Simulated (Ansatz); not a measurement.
# PBE0-DH-D4/cc-pVTZ-DK (sfX2C, accuracy low, damping of r2scan) run of BBrFH2N (SMILES NB(F)Br)

Aim: the vertical ionisation energy of BBrFH2N at PBE0-DH-D4/cc-pVTZ-DK (sfX2C, accuracy low, damping of r2scan), from 2 runs. 

Program for the calculation: Ansatz 0.2.0.

### 1 The structure to begin with

The species is BBrFH2N (6 atoms), typed as a singlet with charge 0. SMILES: `NB(F)Br`. The coordinates come from a PBE0-D4/def2-TZVP relaxation.

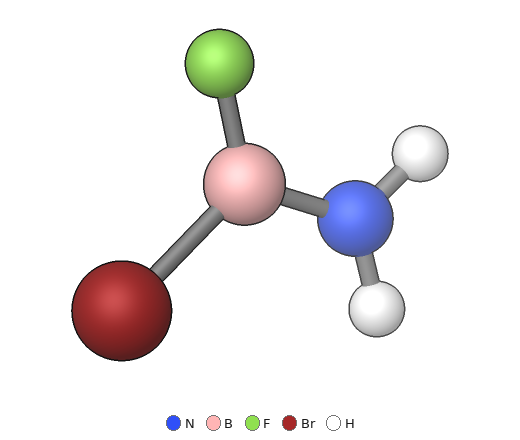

Viewed from a chosen angle; nitrogen blue, boron pink, fluorine green, bromine red, hydrogen white.

### 2 The energy at PBE0-DH-D4/cc-pVTZ-DK (sfX2C, accuracy low, damping of r2scan)

File input.yaml:

```yaml
crystal:
  periodic: [false, false, false]
  atoms:
    - {symbol: N, position_ang: [0.051400, 0.776500, 0.110600]}
    - {symbol: B, position_ang: [0.041900, -0.607000, 0.035200]}
    - {symbol: F, position_ang: [0.559500, -1.347200, 1.006100]}
    - {symbol: Br, position_ang: [-0.726000, -1.512100, -1.487700]}
    - {symbol: H, position_ang: [-0.332500, 1.362900, -0.607500]}
    - {symbol: H, position_ang: [0.447700, 1.262900, 0.897000]}
basis:
  gaussian:
    orbitals: cc-pVTZ-DK
hamiltonian:
  xc: {name: PBE0-DH}
  dispersion: {method: d4, functional: r2scan}
correlation:
  frozen_orbitals: {B: 1, Br: 9, F: 1, H: 0, "N": 1}
accuracy: low
```

Run with:

```
$ ansatz run input.yaml --threads 1 --pin off --max-ram 2610MiB --events-out events.jsonl --progress --plain --runs-dir runs
```

Standard output:

```text
Warning: RAYON_NUM_THREADS=1 ignored (pool sized by the plan → 1); use --threads N
Functional definition: PBE0-DH
  name "PBE0-DH"
  parameter a = 1/2
  parameter c = 1/8
  exchange = (1 - a)*pbe_x + a*exact_x
  correlation = (1 - c)*pbe_c + c*(mp2_os + mp2_ss)
986 factors; integrals over basis functions are off by at most 1.0e-3 eV
mean field evaluation 1: about -75821.7653 eV, gradient 4.8e1 eV
mean field evaluation 2: about -75821.9142 eV, gradient 4.8e1 eV
mean field evaluation 4: about -75825.8138 eV, gradient 2.3e0 eV
mean field evaluation 8: about -75825.8326 eV, gradient 2.6e-1 eV
mean field evaluation 16: about -75825.8327 eV, gradient 8.3e-5 eV
mean field -75825.83271386 eV, -2786.5479556389 hartree, gradient 9.9e-6 eV, S^2 0.000000; 0 other end points of the search recorded, 0 dependent functions left out
12 core orbitals not correlated: weight in the atoms' cores, before any rotation towards them, 1.000 or more for the frozen orbitals, at most 0.000 for the correlated occupied ones
reference -75825.83273032 eV, -2786.5479562438 hartree; 17, 17 occupied and 132, 132 virtual orbitals, 986 factors
second order -25.75969125 eV of doubles, -0.00000000 eV of singles
Total energy: -75829.07704142 eV, -2786.6671824777 hartree
Relativity: scalar
```

It took 3.6 s on 1 thread of AMD EPYC 9R45 (Zen 5), shared host; peak memory 0.33 GiB.

### 3 The doublet cation at the same level

Edit input.yaml of step 2 so:

```diff
@@ -12,2 +12,5 @@
     orbitals: cc-pVTZ-DK
+magnetization:
+  spin_polarized: true
+  initial_magnetization: 1
 hamiltonian:
@@ -15,4 +18,5 @@
   dispersion: {method: d4, functional: r2scan}
+total_charge: 1
+accuracy: low
 correlation:
   frozen_orbitals: {B: 1, Br: 9, F: 1, H: 0, "N": 1}
-accuracy: low
```

Run with:

```
$ ansatz run input.yaml --threads 1 --pin off --max-ram 2610MiB --events-out events.jsonl --progress --plain --runs-dir runs
```

Standard output, cut to the lines that bear on the results:

```text
Warning: RAYON_NUM_THREADS=1 ignored (pool sized by the plan → 1); use --threads N
[... 2 set-up lines as earlier in the session ...]
[...]
986 factors; integrals over basis functions are off by at most 1.0e-3 eV
[...]
mean field -75815.16520135 eV, -2786.1559317847 hartree, gradient 7.3e-6 eV, S^2 0.788047; 6 other end points of the search recorded, 0 dependent functions left out
12 core orbitals not correlated: weight in the atoms' cores, before any rotation towards them, 1.000 or more for the frozen orbitals, at most 0.000 for the correlated occupied ones
reference -75815.16521727 eV, -2786.1559323700 hartree; 17, 16 occupied and 132, 133 virtual orbitals, 986 factors
second order -25.13682922 eV of doubles, -0.00000000 eV of singles
Total energy: -75818.32907436 eV, -2786.2722019734 hartree
Relativity: scalar
```

Run time: 19 s. Hardware: 1 thread of AMD EPYC 9R45 (Zen 5), shared host; peak memory 0.61 GiB.

### 4 What came out

Level: PBE0-DH-D4/cc-pVTZ-DK (sfX2C, accuracy low, damping of r2scan), 12 core orbitals frozen.

```
                                          quantity           value
                     singlet BBrFH2N: total energy  -2786.66718 Eh
                singlet BBrFH2N: dispersion energy    -2.35 kJ/mol
                      doublet cation: total energy  -2786.27220 Eh
                 doublet cation: dispersion energy    -2.10 kJ/mol
                              doublet cation: ⟨S²⟩           0.788
vertical ionisation energy (to the doublet cation)       10.748 eV
```

In words: The vertical ionisation energy comes to 10.75 eV (1037 kJ/mol). The accuracy setting (singlet BBrFH2N) is loose, so the last digits carry no meaning. The accuracy setting (doublet cation) is loose, so the last digits carry no meaning.
